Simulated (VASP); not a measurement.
Band structure of AlN (space group F-43m). Method: HSE06 screened hybrid, VASP's PBE PAW potentials (set 64) (plane waves; VASP).

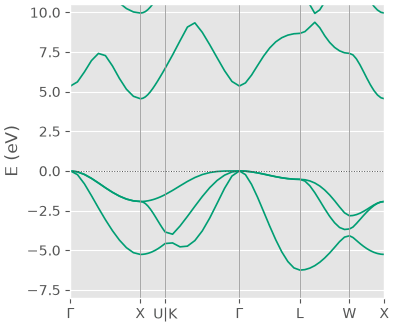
Figure: Bands along high-symmetry lines, zero at the valence-band maximum or, without a gap, the Fermi level

Question: Read the plot: is there a gap, and where are the band edges?

Answer: The gap is indirect, 4.55 eV, from the valence maximum at Γ to the conduction minimum at X.

The structure comes from a computed database's AlN entry (F-43m); how it stands against other phases isn't given here. It was relaxed first. The cell's shape comes from a PBE relaxation.
